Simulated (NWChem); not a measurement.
**SiF2 (SMILES F[Si]F): GBHLYP/x2c-SVPall-2c (ZORA-SO)**

Aim: the energy change on altering one bond length of SiF2 at GBHLYP/x2c-SVPall-2c (ZORA-SO), from 2 runs. 

Program for the calculation: NWChem 7.3.0.

2 further runs of the same task are left out: 2 set aside as unsound or not needed.

## Step 1: Starting point

SiF2: 3 atoms, total charge 0, spin state singlet. As SMILES, `F[Si]F`. The coordinates come from a GFN2-xTB relaxation.

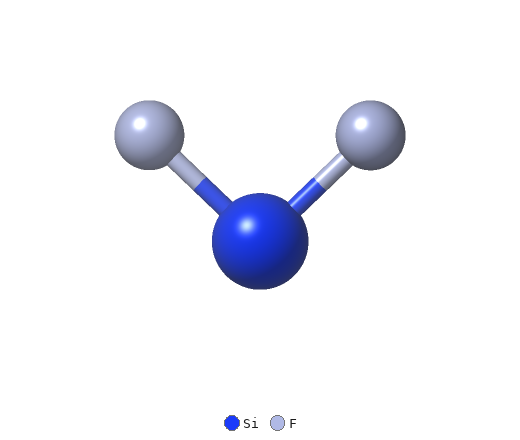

The structure, seen from a chosen angle (silicon blue, fluorine light blue).

## Step 2: The energy at GBHLYP/x2c-SVPall-2c (ZORA-SO)

f2si.nw reads:

```
start f2si
title "F2Si energy"
memory 2200 mb
geometry units au noautosym nocenter noautoz
Si     0.00797464    -0.01451310    -1.40748691
F      2.20328838    -0.03276785     0.71915417
F     -2.21126302     0.04728095     0.68831384
end
basis spherical
* library x2c-SVPall-2c
end
relativistic
zora on
end
dft
xc bhlyp
grid medium
convergence energy 1e-07
iterations 100
print low
end
task sodft energy
```

The run is started by

```sh
$ nwchem f2si.nw > f2si.out
```

The log of the run (excerpt; [...] marks lines left out):

```text
[...]
      One electron energy =     -882.245811071966
           Coulomb energy =      333.283372104908
    Exchange-Corr. energy =      -41.972089954708
 Nuclear repulsion energy =      100.838229405804
       Scaling correction =        0.446130166987
[...]
      <S2> =      0.0001 (Exact =     0.0000)
[...]
```

Run time: 7.2 s. Hardware: 1 thread of Intel Xeon at 2.80GHz (Skylake/Cascade Lake), shared host; peak memory 0.12 GiB.

## Step 3: The distorted shape at the same level

f2si.nw reads:

```
START f2si
TITLE "F2Si energy"
memory 2200 mb
charge 0
GEOMETRY units angstroms noautosym nocenter noautoz
Si   -0.576635   -0.002850   -1.307495
F     1.165930   -0.017340    0.380560
F    -1.751005    0.029850   -0.198445
END
BASIS spherical
* library x2c-SVPall-2c
END
RELATIVISTIC
zora on
END
DFT
xc bhlyp
grid medium
convergence energy 1e-07
iterations 100
print low
END
TASK sodft energy
```

The run is started by

```sh
$ nwchem f2si.nw > f2si.out
```

The log of the run (excerpt; [...] marks lines left out):

```text
[...]
      One electron energy =     -847.165716998052
           Coulomb energy =      315.860615770879
    Exchange-Corr. energy =      -41.832821332464
 Nuclear repulsion energy =       83.163817679996
       Scaling correction =        0.446477526626
[...]
      <S2> =      0.0001 (Exact =     0.0000)
[...]
```

It took 8.7 s on 1 thread of Intel Xeon at 2.80GHz (Skylake/Cascade Lake), shared host; peak memory 0.12 GiB.

## Step 4: Summary of results

Level: GBHLYP/x2c-SVPall-2c (ZORA-SO).

| quantity | value |
| --- | --- |
| first shape: total energy | -490.09630 Eh |
| distorted shape: total energy | -489.97410 Eh |
| energy change with the Si1–F2 bond stretched from 1.617 to 2.426 Å | 3.325 eV |

**Reading.** With the Si1–F2 bond stretched from 1.617 to 2.426 Å the energy rises by 3.33 eV (77 kcal/mol). The first shape isn't relaxed at this level, so the change isn't measured from a minimum.
